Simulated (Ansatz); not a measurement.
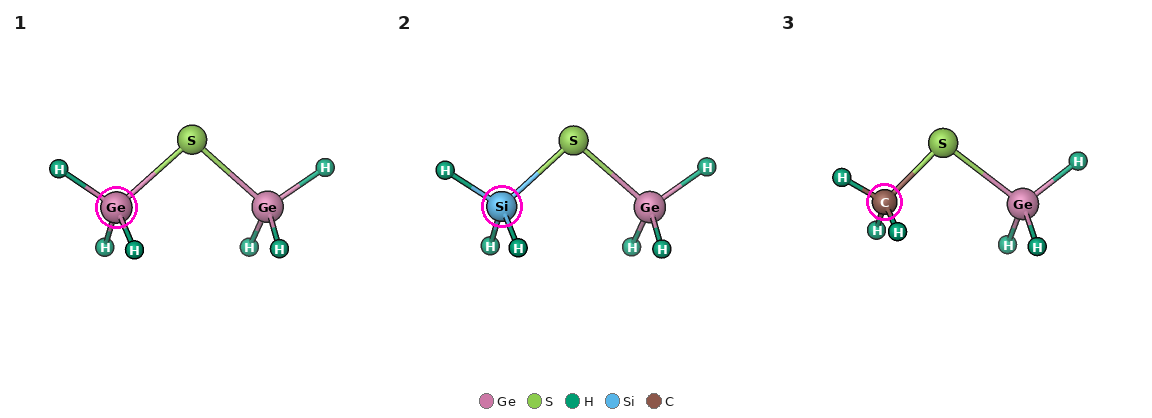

3 molecules with one skeleton, seen from the same side and at one scale; the atom that differs is circled. Each species is neutral and a spin singlet. Computed geometries: PBE0-D4/def2-TZVP optimisations, one conformation each. Properties computed with Ansatz 0.2.0.

One atom differs, called X below: Ge in panel 1, Si in panel 2, C in panel 3. Their formulas are Ge2H6S (`[GeH3][S][GeH3]`), GeH6SSi (`[SiH3][S][GeH3]`), CH6GeS (`C[S][GeH3]`).

### Rank them by the harmonic zero-point energy, lowest first (PBE0-D4/def2-TZVP).

1 (Ge), 2 (Si), 3 (C).

### Rank them by the HOMO–LUMO gap, lowest first (r2SCAN-D4/def2-TZVPP).

3 (C), 1 (Ge), 2 (Si).

Give the values. With PBE0-D4/def2-TZVP: mean length of X–H (Å), length of X–S (Å), mean angle H–X–H (°), harmonic zero-point energy (kJ/mol). With r2SCAN-D4/def2-TZVPP: dipole moment (D), HOMO energy (Kohn–Sham orbital) (eV), HOMO–LUMO gap (eV).

```json
{"quantity": "mean length of X–H (Å)", "1 (Ge)": "1.536", "2 (Si)": "1.485", "3 (C)": "1.090"}
{"quantity": "length of X–S (Å)", "1 (Ge)": "2.221", "2 (Si)": "2.131", "3 (C)": "1.813"}
{"quantity": "mean angle H–X–H (°)", "1 (Ge)": "110.3", "2 (Si)": "109.4", "3 (C)": "109.1"}
{"quantity": "dipole moment (D)", "1 (Ge)": "1.22", "2 (Si)": "1.15", "3 (C)": "1.45"}
{"quantity": "HOMO energy (Kohn–Sham orbital) (eV)", "1 (Ge)": "−6.30", "2 (Si)": "−6.47", "3 (C)": "−5.81"}
{"quantity": "HOMO–LUMO gap (eV)", "1 (Ge)": "5.57", "2 (Si)": "5.66", "3 (C)": "5.36"}
{"quantity": "harmonic zero-point energy (kJ/mol)", "1 (Ge)": "128.1", "2 (Si)": "132.3", "3 (C)": "163.4"}
```
